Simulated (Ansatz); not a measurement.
**Phonon calculation of MoBrO3 (charge −1)**

System: MoBrO3, charge −1.
Method: RKS PBE0-D4/def2-SVPD (Ansatz 0.2.0).

Figures and captions count atoms from 1; the log counts them from 0 in places.

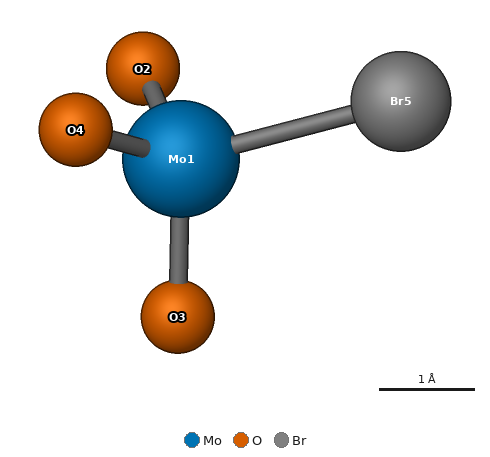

The structure as given in the input (ball-and-stick view, seen at a tilt; atoms are numbered from 1 in the order of the input). Sticks mark near contacts. Bond lengths as drawn: Br–Mo 2.51 Å and Mo–O 1.71 Å.

### The input
```yaml
crystal:
  periodic: [false, false, false]
  atoms:
    - { symbol: Mo, position_ang: [0.078664, 0.137233, 0.056927] }
    - { symbol: O, position_ang: [0.081052, 0.109905, 1.768736] }
    - { symbol: O, position_ang: [1.687449, 0.141362, -0.52858] }
    - { symbol: O, position_ang: [-0.749345, 1.52714, -0.50305] }
    - { symbol: Br, position_ang: [-1.097829, -1.91565, -0.794044] }
total_charge: -1
basis:
  gaussian: { orbitals: def2-SVPD }
hamiltonian:
  xc: pbe0
  dispersion: d4
phonons: {}
```

Machine: 1 thread of Intel Xeon (Sapphire Rapids), 288 GiB of memory available, shared host.

Run as:
```bash
ansatz run input.yaml --threads 1 --pin off --max-ram 2560MiB --backend cpu --events-out ev --progress --plain --runs-dir out
```

### Log
```
Engine: ansatz 0.2.0, x86_64-unknown-linux-gnu
Functional definition: PBE0
  parameter a = 0.25
  parameter kappa = 0.804
  parameter beta = 0.06672455060314922
  exchange = (1 - a)*pbe_x(kappa = kappa, mu = beta*pi^2/3) + a*exact_x
  correlation = pbe_c(beta = beta)
1476 factors; integrals over basis functions are off by at most 2.3e-4 eV
mean field evaluation 1: about -78008.1291 eV, gradient 8.8e1 eV
mean field evaluation 2: about -77846.6870 eV, gradient 2.9e2 eV
mean field evaluation 4: about -78022.6081 eV, gradient 9.2e0 eV
mean field evaluation 8: about -78022.8102 eV, gradient 2.3e-1 eV
mean field evaluation 16: about -78022.8969 eV, gradient 1.6e-3 eV
mean field -78022.89691605 eV, -2867.2885758458 hartree, gradient 5.0e-5 eV, S^2 0.000000; 0 other end points of the search recorded, 0 dependent functions left out
the calculation of the forces begins
reference -78022.89694913 eV, -2867.2885770613 hartree; 37, 37 occupied and 107, 107 virtual orbitals, 1476 factors
these checks for a lower state are left out or cut short: stability, starts, cluster_reference, orbital_swaps, neighbouring_geometries, increment
1476 factors; integrals over basis functions are off by at most 2.3e-4 eV
mean field -78022.89669805 eV, -2867.2885678346 hartree, gradient 7.9e-6 eV, S^2 0.000000; 0 other end points of the search recorded, 0 dependent functions left out
[... from here on the field's lines of each further geometry are left out, up to the last ...]
the calculation of the forces begins
reference -78022.89692388 eV, -2867.2885761337 hartree; 37, 37 occupied and 107, 107 virtual orbitals, 1476 factors
these checks for a lower state are left out or cut short: stability, starts, cluster_reference, orbital_swaps, neighbouring_geometries, increment
1476 factors; integrals over basis functions are off by at most 2.3e-4 eV
mean field evaluation 224: about -78022.8103 eV, gradient 4.2e-4 eV
mean field -78022.89693039 eV, -2867.2885763728 hartree, gradient 8.0e-6 eV, S^2 0.000000; 0 other end points of the search recorded, 0 dependent functions left out
the calculation of the forces begins
reference -78022.89696346 eV, -2867.2885775883 hartree; 37, 37 occupied and 107, 107 virtual orbitals, 1476 factors
Total energy: -78023.06023064 eV, -2867.2945775464 hartree
Atom 0 at     0.078664     0.137233     0.056927 Å, force    -0.000089     0.000041    -0.000124 eV/Å
Atom 1 at     0.081052     0.109905     1.768736 Å, force    -0.000012    -0.000069    -0.000077 eV/Å
Atom 2 at     1.687449     0.141362    -0.528580 Å, force     0.000019    -0.000032     0.000043 eV/Å
Atom 3 at    -0.749345     1.527140    -0.503050 Å, force     0.000025     0.000118     0.000059 eV/Å
Atom 4 at    -1.097829    -1.915650    -0.794044 Å, force     0.000058    -0.000056     0.000098 eV/Å
Dipole moment:    -0.304959    -0.532168    -0.220545 e Å
Vibrations: 151.51 151.55 206.83 338.00 338.04 348.22 960.09 960.13 1000.30 cm⁻¹, zero-point energy 0.276155 eV
```

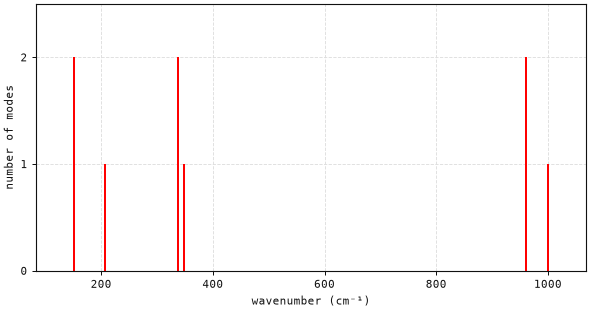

Harmonic vibrational wavenumbers from the force constants; neighbouring modes closer than 4 cm⁻¹ are counted in one stick. 9 modes from 152 to 1000 cm⁻¹, none imaginary.

### Results in brief

| quantity | value |
| --- | --- |
| outcome | converged |
| total energy | −78023.0602 eV |
| mean-field energy | −78022.8969 eV |
| largest force (length of the vector) | under 0.001 eV/Å |
| wall time | 3.9 min |
| peak memory | 0.42 GiB |

### Remarks

The run takes a singlet; with an open-shell metal another spin state may lie lower.
